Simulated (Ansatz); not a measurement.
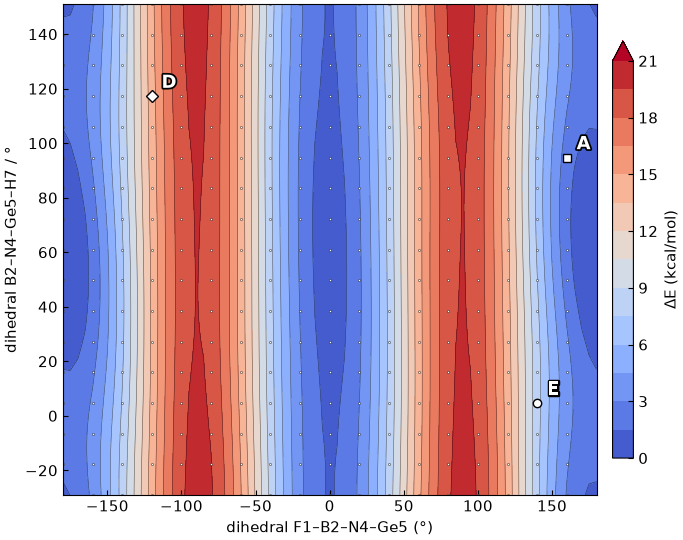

BClFGeH4N, SMILES FB(Cl)[NH][GeH3]. The first coordinate is: dihedral F1–B2–N4–Ge5; the second: dihedral B2–N4–Ge5–H7. Nothing is relaxed (all other coordinates rigid). The grid has 18 × 17 points. Points are written as (first, second). All energies are given in kcal/mol relative to the lowest grid point. Level of theory: Ansatz, RKS PBE-D4/def2-SVP.

The picture shows filled contours, dots at the grid points, one colour for all values above the top of the scale, lettered points. Between grid points the surface is interpolated.

Question: Rank the lettered points by energy, lowest first.

Answer: A (2.3 kcal/mol), E (8.1 kcal/mol), D (14.3 kcal/mol).

Question: What kind of point is each of D, E: minimum, saddle, maximum or slope?

Answer: D: on a slope; E: on a slope. (In these two coordinates alone; a stationary point may lie a little off the grid point.)
